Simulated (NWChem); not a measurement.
**One shape, several levels: CH5GaS (SMILES S[CH2][GaH2])**

Aim: a comparison of 5 runs (HF/STO-3G, HF/3-21G, B3LYP/3-21G, B3LYP/6-31G*) of CH5GaS. 

Program for the calculation: NWChem 7.3.0.

### 1 The system as given

CH5GaS: 8 atoms, total charge 0, spin state singlet. SMILES: `S[CH2][GaH2]`. Geometry: a GFN2-xTB relaxation, a rough one for these elements and not checked as a minimum. This is one conformer, not always the lowest.

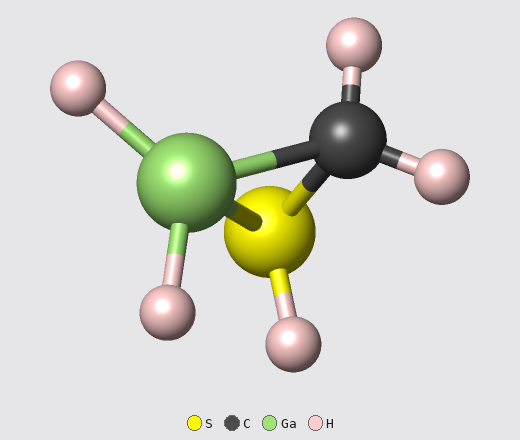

The structure, seen from a chosen angle (sulfur yellow, carbon dark grey, gallium green, hydrogen pink).

### 2 Energy and gradient at HF/STO-3G (run 1)

run.py reads:

```python
from ase import Atoms
from ase.calculators.nwchem import NWChem

molecule = Atoms(['S', 'C', 'Ga', 'H', 'H', 'H', 'H', 'H'], positions=[
    [-1.347940, 0.517150, 0.523480],
    [0.442760, 0.917560, 0.089790],
    [0.481000, -1.079710, -0.056020],
    [-1.754070, 0.310910, -0.734690],
    [0.855290, 1.329620, 1.015150],
    [0.431230, 1.702090, -0.666910],
    [-0.034930, -1.787380, -1.338360],
    [0.926670, -1.910230, 1.167560],
])

calc = NWChem(
    label='ch5gas',
    theory='scf',
    memory='2200 mb',
    basis='STO-3G',
    basispar='spherical bse',
    scf={'nopen': '0', 'rhf': None, 'thresh': '1e-08', 'maxiter': '80'},
)
molecule.calc = calc

forces = molecule.get_forces()
print("Total energy (eV):", round(molecule.get_potential_energy(), 6))
print("forces (eV/A):")
for s, f in zip(molecule.symbols, forces):
    print(f"{s:2s} {f[0]:10.5f} {f[1]:10.5f} {f[2]:10.5f}")
print("dipole (e A):", molecule.get_dipole_moment().round(4))
```

On the command line:

```console
$ export ASE_NWCHEM_COMMAND="nwchem PREFIX.nwi > PREFIX.nwo"
$ python run.py
```

Standard output:

```text
Total energy (eV): -63520.885841
forces (eV/A):
S     1.16327   -0.94987   -0.56641
C    -0.87675   -2.63487    0.47617
Ga   -0.53458    0.52404    0.19479
H    -0.11714    0.41328    0.24821
H    -0.01080   -0.13678   -0.43133
H     0.32129   -0.49715   -0.12398
H     0.95151    1.52610    2.38933
H    -0.89680    1.75524   -2.18672
dipole (e A): [-0.2025  0.2914 -0.0747]
```

The calculator wrote ch5gas.nwi:

```
title "ch5gas"

permanent_dir ch5gas

scratch_dir ch5gas

start ch5gas

geometry units angstrom nocenter noautosym noautoz
  S  -1.3479399999999999e+00 5.1715000000000000e-01 5.2347999999999995e-01
  C  4.4275999999999999e-01 9.1756000000000004e-01 8.9789999999999995e-02
  Ga 4.8099999999999998e-01 -1.0797099999999999e+00 -5.6020000000000000e-02
  H  -1.7540700000000000e+00 3.1091000000000002e-01 -7.3468999999999995e-01
  H  8.5528999999999999e-01 1.3296200000000000e+00 1.0151500000000000e+00
  H  4.3123000000000000e-01 1.7020900000000001e+00 -6.6691000000000000e-01
  H  -3.4930000000000003e-02 -1.7873800000000000e+00 -1.3383600000000000e+00
  H  9.2666999999999999e-01 -1.9102300000000001e+00 1.1675599999999999e+00
end

memory 2200 mb

basis spherical bse noprint
   * library STO-3G
end

scf
  nopen 0
  rhf
  thresh 1e-08
  maxiter 80
end

task scf gradient
```

ch5gas.nwo:

```text
Northwest Computational Chemistry Package (NWChem) 7.3.0
             --------------------------------------------------------

           Job information
           ---------------

    nwchem branch   = 7.3.0
    use scalapack   = T
    input           = ch5gas.nwi
    prefix          = ch5gas.
    data base       = ch5gas/ch5gas.db
    status          = startup
    nproc           =        1

           Memory information
           ------------------

[... 5 lines left out ...]
    hardfail = no
[... 138 lines left out ...]
         Quadratically convergent ROHF
[... 15 lines left out ...]
       Final RHF  results
[... 4 lines left out ...]
      Two-electron energy =   1184.071498382375
[... 46 lines left out ...]
                       ROHF Final Molecular Orbital Analysis
[... 231 lines left out ...]
                 ----------------------------------------
                 |  Time  |  1-e(secs)   |  2-e(secs)   |
                 ----------------------------------------
                 |  CPU   |       0.00   |       0.88   |
                 ----------------------------------------
                 |  WALL  |       0.00   |       0.88   |
                 ----------------------------------------

 Task  times  cpu:        4.6s     wall:        4.6s
 Total times  cpu:        4.6s     wall:        4.6s
```

Wall time 6 s (1 thread of AMD EPYC 9R45 (Zen 5), shared host); peak memory 0.1 GiB.

### 3 Energy and forces at HF/3-21G (run 2)

run.py, as its differences from that of step 2:

```diff
@@ -3,3 +3,3 @@
 
-molecule = Atoms(['S', 'C', 'Ga', 'H', 'H', 'H', 'H', 'H'], positions=[
+molecule = Atoms('SCGaHHHHH', positions=[
     [-1.347940, 0.517150, 0.523480],
@@ -15,6 +15,6 @@
 calc = NWChem(
-    label='ch5gas',
+    label='test',
     theory='scf',
     memory='2200 mb',
-    basis='STO-3G',
+    basis='3-21G',
     basispar='spherical bse',
@@ -25,3 +25,4 @@
 forces = molecule.get_forces()
-print("Total energy (eV):", round(molecule.get_potential_energy(), 6))
+e = molecule.get_potential_energy()
+print(f"E = {e:.6f} eV")
 print("forces (eV/A):")
```

On the command line:

```console
$ export ASE_NWCHEM_COMMAND="nwchem PREFIX.nwi > PREFIX.nwo"
$ python run.py
```

Standard output:

```text
E = -63944.398411 eV
forces (eV/A):
S    -1.90508    0.26734    0.71420
C     1.06145    0.60755   -0.04849
Ga    0.80681   -0.08042   -0.03954
H    -0.41744    0.17890   -0.26292
H    -0.05410   -0.30375   -0.47900
H     0.28015   -0.58626    0.17735
H    -0.03687    0.01471   -0.42521
H     0.26508   -0.09801    0.36366
dipole (e A): [ 0.1447  0.1993 -0.254 ]
```

The calculator wrote test.nwi:

```
title "test"

permanent_dir test

scratch_dir test

start test

geometry units angstrom nocenter noautosym noautoz
  S  -1.3479399999999999e+00 5.1715000000000000e-01 5.2347999999999995e-01
  C  4.4275999999999999e-01 9.1756000000000004e-01 8.9789999999999995e-02
  Ga 4.8099999999999998e-01 -1.0797099999999999e+00 -5.6020000000000000e-02
  H  -1.7540700000000000e+00 3.1091000000000002e-01 -7.3468999999999995e-01
  H  8.5528999999999999e-01 1.3296200000000000e+00 1.0151500000000000e+00
  H  4.3123000000000000e-01 1.7020900000000001e+00 -6.6691000000000000e-01
  H  -3.4930000000000003e-02 -1.7873800000000000e+00 -1.3383600000000000e+00
  H  9.2666999999999999e-01 -1.9102300000000001e+00 1.1675599999999999e+00
end

memory 2200 mb

basis spherical bse noprint
   * library 3-21G
end

scf
  nopen 0
  rhf
  thresh 1e-08
  maxiter 80
end

task scf gradient
```

test.nwo:

```text
Northwest Computational Chemistry Package (NWChem) 7.3.0
             --------------------------------------------------------

           Job information
           ---------------

    nwchem branch   = 7.3.0
    use scalapack   = T
    input           = test.nwi
    prefix          = test.
    data base       = test/test.db
    status          = startup
    nproc           =        1

           Memory information
           ------------------

[... 5 lines left out ...]
    hardfail = no
[... 138 lines left out ...]
         Quadratically convergent ROHF
[... 14 lines left out ...]
       Final RHF  results
[... 4 lines left out ...]
      Two-electron energy =   1173.763456908464
[... 48 lines left out ...]
                       ROHF Final Molecular Orbital Analysis
[... 264 lines left out ...]
                 ----------------------------------------
                 |  Time  |  1-e(secs)   |  2-e(secs)   |
                 ----------------------------------------
                 |  CPU   |       0.00   |       1.04   |
                 ----------------------------------------
                 |  WALL  |       0.00   |       1.04   |
                 ----------------------------------------

 Task  times  cpu:        3.5s     wall:        3.5s
 Total times  cpu:        3.6s     wall:        3.6s
```

Run time: 4.8 s. Hardware: 1 thread of AMD EPYC 9R45 (Zen 5), shared host; peak memory 0.099 GiB.

Runs 3 to 4 aren't shown in full; the table further down has their settings and results.

### 4 Energy and forces at B3LYP/6-31G(d) (Cartesian functions) (run 5)

struct.nw reads:

```
start struct
memory stack 880 mb heap 220 mb global 1100 mb

geometry units atomic noautosym nocenter noautoz
  S   -2.54723743   0.97727187   0.98923383
  C    0.83669514   1.73393710   0.16967851
  Ga   0.90895827  -2.04035619  -0.10586246
  H   -3.31471190   0.58753475  -1.38836289
  H    1.61626386   2.51261765   1.91835548
  H    0.81490660   3.21648394  -1.26027725
  H   -0.06600813  -3.37765868  -2.52913386
  H    1.75115251  -3.60981154   2.20636863
end

basis cartesian
  * library 6-31G*
end

dft
  xc b3lyp
  grid xfine
  convergence energy 1e-08
  maxiter 100
  mulliken
end

task dft gradient
```

On the command line:

```console
$ nwchem struct.nw > struct.out
```

Standard output:

```text
[...]
          Wavefunction type:  closed shell.
          No. of atoms     :     8
          No. of electrons :    58
[...]
          Charge           :     0
          Spin multiplicity:     1
[...]
          AO basis - number of functions:    79
[...]
              XC Information
              --------------
                         B3LYP Method XC Potential
                     Hartree-Fock (Exact) Exchange  0.200
                        Slater Exchange Functional  0.800 local
                    Becke 1988 Exchange Functional  0.720 non-local
              Lee-Yang-Parr Correlation Functional  0.810
                  VWN I RPA Correlation Functional  0.190 local
[...]
 d= 0,ls=0.0,diis     1  -2363.8624641601 -2.61D+03  1.02D-02  8.69D-01     3.2
[...]
 d= 0,ls=0.0,diis     8  -2363.9016789500  3.18D-11  4.95D-06  2.85D-07    20.2
         Total DFT energy =    -2363.901678949991
      One electron energy =    -3785.128644708550
           Coulomb energy =     1279.509640245220
    Exchange-Corr. energy =     -108.027758181265
 Nuclear repulsion energy =      249.745083694605
[...]
      Total Density - Mulliken Population Analysis
     ---------------------------------------------
    Atom       Charge   Shell Charges
 -----------   ------   -------------------------------------------------------
    1 S   16    15.97   2.00  1.99  5.97  1.41  3.05  0.50  1.02  0.04
    2 C    6     6.53   1.99  0.69  2.00  0.74  1.09  0.02
    3 Ga  31    31.07   2.00  1.99  6.00  1.95  5.99  1.30  1.62  0.08  0.13  6.85  2.94  0.22
    4 H    1     0.87   0.51  0.36
    5 H    1     0.80   0.52  0.28
    6 H    1     0.81   0.52  0.28
    7 H    1     0.98   0.49  0.49
    8 H    1     0.97   0.49  0.48
[...]
  wavefunction    = closed shell
[...]
```

Run time: 31 s. Hardware: 1 thread of AMD EPYC 9R45 (Zen 5), shared host; peak memory 0.14 GiB.

### 5 All runs side by side

```csv
run,level,iteration cap,module,energy (Eh),dipole moment (D),HOMO energy (eV),LUMO energy (eV),wall time
1,HF/STO-3G,80,scf,-2334.349518,1.74,-6.86,7.01,6 s
2,HF/3-21G,80,scf,-2349.913318,1.70,-9.97,2.12,4.8 s
3,B3LYP/3-21G,100,dft,-2352.539409,1.64,-6.97,-0.59,12 s
4,B3LYP/6-31G* (spherical functions),100,dft,-2363.893409,1.67,-6.87,-0.63,29 s
5,B3LYP/6-31G* (Cartesian functions),100,dft,-2363.901679,1.66,-6.87,-0.63,31 s
```

### 6 Results

```
                       quantity           value
            run 5: total energy  -2363.90168 Eh
           run 5: dipole moment          1.66 D
             run 5: HOMO energy        -6.87 eV
             run 5: LUMO energy        -0.63 eV
           run 5: HOMO–LUMO gap         6.24 eV
run 5: largest force on an atom      0.732 eV/Å
```

In words: The dipole moment (its size) runs from 1.64 D (B3LYP/3-21G) to 1.74 D (HF/STO-3G). The two ends differ in method and basis. The HOMO–LUMO gap runs from 6.24 eV (B3LYP/6-31G*) to 13.86 eV (HF/STO-3G). In run 1 the basis is minimal, so the values are rough. All runs together took 82 s, the longest 31 s.
